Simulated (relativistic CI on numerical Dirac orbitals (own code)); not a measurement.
# Nd XLV (Nd⁴⁴⁺): levels and lines

The task is the spectrum of Nd⁴⁴⁺: levels, purity of their labels, lifetimes and lines; further runs change one setting each.

The numbers are computed with relativistic CI on numerical Dirac orbitals (own code) version 4 (Dirac-Coulomb-Breit CI, KLI orbitals optimised for each configuration, model QED (radiative potential, 1s self-energy scaled to tabulated hydrogen-like ionisation energies)), except any that are marked as measured or tabulated.

**1. The system**

| Property | Result |
| --- | --- |
| ion | Nd⁴⁴⁺ (Nd XLV) |
| nuclear charge | 60 |
| electrons | 16 |
| isotope | A = 142 |
| first configuration typed | [Ne] 3s2 3p4 |

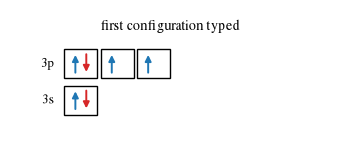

The shells outside the core, filled by Hund's rule for the drawing.

**2. CI with the chosen configurations**

The run's settings:

```ini
atom Nd  Z=60  charge=44  electrons=16
nucleus A=142  rms_radius_fm=4.9123
hamiltonian dirac-coulomb  breit=on  qed=on  c_scale=1
orbitals kli  potential=per-configuration
slater_scale 1
correlation none
mixing on
configurations
  [Ne] 3s2 3p4
  [Ne] 3s 3p5
  [Ne] 3s2 3p3 3d
  [Ne] 3p6
  [Ne] 3s 3p4 3d
  [Ne] 3p5 3d
  [Ne] 3s 3p3 3d2
  [Ne] 3s2 3p2 3d 4p
  [Ne] 3p5 4s
  [Ne] 3s 3p3 3d 4s
  [Ne] 3p5 4p
  [Ne] 3s2 3p3 4s
  [Ne] 3s2 3p2 3d2
  [Ne] 3s2 3p 3d3
  [Ne] 3s 3p2 3d3
  [Ne] 3s2 3p 3d2 4s
  [Ne] 3p4 3d2
  [Ne] 3p3 3d3
  [Ne] 3p3 3d2 4s
  [Ne] 3s2 3p2 3d 4s
  [Ne] 3s 3p2 3d2 4s
  [Ne] 3s2 3p 3d 4s2
end
```

On the command line:

```bash
$ python run_levels.py task.json out
```

One command runs all members of the session, one after another, from task.json.

**3. Correlation estimate p86**

The settings differ from step 2 so:

```diff
@@ -5,3 +5,3 @@
 slater_scale 1
-correlation none
+correlation p86
 mixing on
```

**4. Without QED terms**

The settings differ from step 3 so:

```diff
@@ -2,6 +2,6 @@
 nucleus A=142  rms_radius_fm=4.9123
-hamiltonian dirac-coulomb  breit=on  qed=on  c_scale=1
+hamiltonian dirac-coulomb  breit=on  qed=off  c_scale=1
 orbitals kli  potential=per-configuration
 slater_scale 1
-correlation p86
+correlation none
 mixing on
```

**5. One common potential**

The settings differ from step 4 so:

```diff
@@ -2,4 +2,4 @@
 nucleus A=142  rms_radius_fm=4.9123
-hamiltonian dirac-coulomb  breit=on  qed=off  c_scale=1
-orbitals kli  potential=per-configuration
+hamiltonian dirac-coulomb  breit=on  qed=on  c_scale=1
+orbitals kli  potential=mean
 slater_scale 1
```

(Steps that only read results are left out.)

**Question.** What will these runs give? Wanted: lowest level; first excitation; lowest level of the other parity; fastest E1 line; ionisation energy.

The runs gave:

| run | time | mean size of shift, levels followed (cm⁻¹) | lowest level | ionisation energy (eV) |
| --- | --- | --- | --- | --- |
| main run | 1.2 s | 0 | 3p4 [3p3/2^2] J=2 | 3566.6 |
| correlation estimate p86 | 1.2 s | 2178 | 3p4 [3p3/2^2] J=2 | 3568.5 |
| without QED terms | 0.88 s | 2924 | 3p4 [3p3/2^2] J=2 | 3566.8 |
| one common potential | 1.1 s | 237 | 3p4 [3p3/2^2] J=2 | - |

The tabulated theoretical ionisation energy (NIST) is 3567 eV.

```
                                                                         quantity                                                  value
                                                                     lowest level                                      3p4 [3p3/2^2] J=2
                                                                 first excitation                         3p4 [3p3/2^2] J=0, 120811 cm⁻¹
                                                 lowest level of the other parity                   3p3 3d [3p3/2 3d3/2] J=2°, 178.74 eV
                                                              levels in the model                                                   2790
fastest E1 line (by rate) to the lowest level among the lowest 200 of 2790 levels  3.704 nm, from 3p3 3d [3p1/2 3p3/2^2 3d3/2] J=3° (ii)
                                                                ionisation energy                                              3566.6 eV
                                  ionisation energy, tabulated theoretical (NIST)                                                3567 eV
```

The lowest level is 3p4 [3p3/2^2] J=2, 70 % pure in LS and 99 % in jj coupling; over the low levels the means are 50 and 92 %, so jj coupling describes them better. The ionisation energy agrees with the tabulated theoretical value within its uncertainty of 4 eV. Of the changes tried, the run «without QED terms» moves the low levels most, by 2924 cm⁻¹ on average. Lifetimes count radiative decay inside the model alone.
